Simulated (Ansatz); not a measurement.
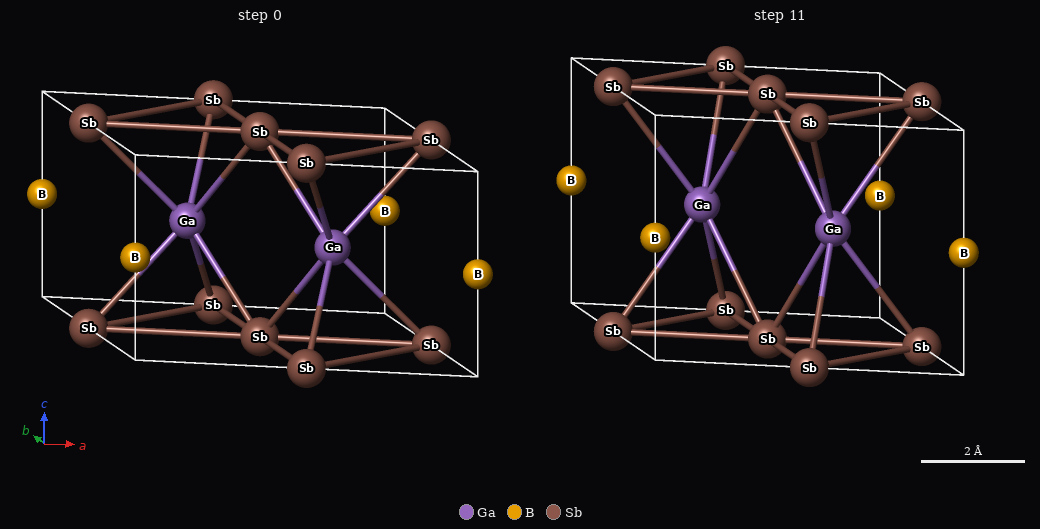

The structure of crystalline Ga₂BSb₃ (a generated structure, set up in P6/mmm) before (left) and after (right) a relaxation, at one scale.

The picture is a ball-and-stick view of the cell of the calculation, seen slightly off an axis.

Theory: Ansatz, DFT PBE, scalar-relativistic, plane waves, PAW. Set-up: plane-wave cutoff 420 eV; k-point mesh 6 × 6 × 10; occupations gaussian; smearing width 0.1 eV; no spin polarisation; cell and atoms relaxed; force threshold 0.01 eV/Å; at most 80 steps.

**Describe what moved and what it gained.**

After 9 accepted moves (11 points after the start) the energy has fallen by 67.7 meV per atom. All forces vanish by symmetry, so only the cell relaxes. Pressure: −0.03 GPa at the start and 0.01 GPa at the end. The SCF was repeated twice at an unchanged geometry on a basis and grid sized afresh for the cell, which shifted the energy by 4.4 meV per atom at most. The atoms keep their places relative to the cell (all moves are under 0.005 Å). Cell: a = b 6.922 → 6.233 Å (−10.0 %), c 4.079 → 4.869 Å (+19.4 %). Volume −3.2 %. Some distances before and after: Sb–Sb 3.461 → 3.116 Å, Ga–Sb 2.855 → 3.027 Å. Among the angles between lasting bonds that change: Ga–Sb–Ga 88.8° → 72.9°, Sb–Ga–Sb 91.2° → 107.1°, Ga–Sb–Ga 91.2° → 107.1°. The space group stays P6/mmm (No. 191).
